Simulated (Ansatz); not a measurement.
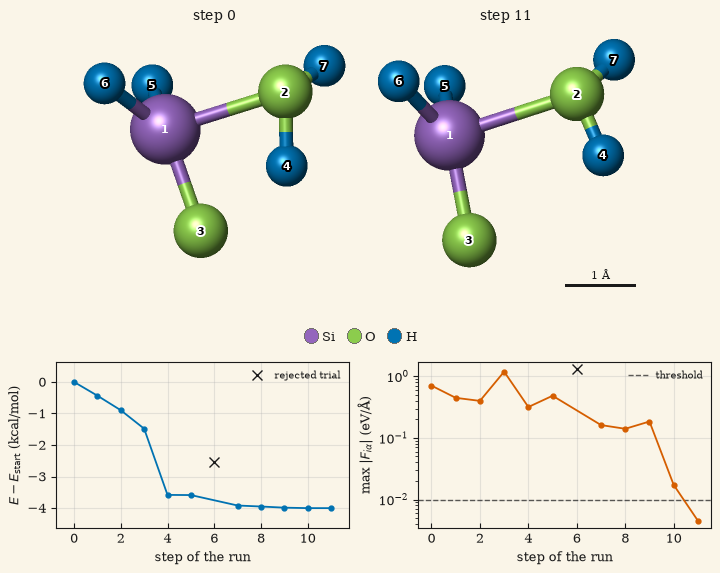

First and last geometry of a relaxation of SiH4O2, with the history of the run. A ball-and-stick model, seen at a tilt.

The calculation used RKS BHLYP-D4/def2-SVPD (Ansatz).

The input:
```yaml
crystal:
  periodic: [false, false, false]
  atoms:
    - {symbol: Si, position_ang: [-0.218153, -0.164053, 0.706494]}
    - {symbol: O, position_ang: [0.451331, 0.591281, -0.873193]}
    - {symbol: O, position_ang: [0.577816, -1.447069, 0.321781]}
    - {symbol: H, position_ang: [0.815847, -0.411675, -0.847674]}
    - {symbol: H, position_ang: [-1.692679, -0.055579, 0.529129]}
    - {symbol: H, position_ang: [0.229392, 0.767666, 1.769666]}
    - {symbol: H, position_ang: [-0.163554, 0.719430, -1.606204]}
basis:
  gaussian: {orbitals: def2-SVPD}
hamiltonian: {xc: {name: BHLYP}, dispersion: d4}
relax: {f_tol: 0.01, max_steps: 60, escape_saddle: false}
```

Launched with:
```bash
ansatz run in.yaml --threads 2 --pin off --events-out ev --progress --plain --max-ram 4352MiB
```

Question: Read the history and describe the run.

Answer: It converged. The atom that moves furthest after the best rigid fit is H4 (0.41 Å). By element the largest moves are H 0.41 Å, O 0.36 Å, Si 0.13 Å. Some distances before and after: Si1–H4 1.883 → 2.308 Å, Si1–O2 1.875 → 1.988 Å, O2–H4 1.067 → 0.967 Å, Si1–O3 1.558 → 1.541 Å. Bond angles that change, for instance: Si1–O2–H4 73.9° → 96.6°, O2–Si1–O3 86.6° → 95.9°, O2–Si1–H5 102.9° → 96.2°. Over 10 accepted moves (11 points after the start) the energy falls by 4.00 kcal/mol. The largest force component goes from 0.71 to 0.0045 eV/Å. The line search rejected the trial step at point 6 of the run. The run took 20 s on 2 threads of Arm Neoverse V1, on a shared host.

| step | E − E(0), kcal/mol | largest force component, eV/Å | note |
| --- | --- | --- | --- |
| 0 | 0.00 | 0.7056 |  |
| 1 | -0.44 | 0.4474 |  |
| 2 | -0.90 | 0.3990 |  |
| 3 | -1.48 | 1.1900 |  |
| 4 | -3.58 | 0.3174 |  |
| 5 | -3.59 | 0.4835 |  |
| 6 | -2.55 | 1.2986 | rejected |
| 7 | -3.92 | 0.1616 |  |
| 8 | -3.95 | 0.1406 |  |
| 9 | -3.99 | 0.1846 |  |
| 10 | -4.00 | 0.0172 |  |
| 11 | -4.00 | 0.0045 |  |
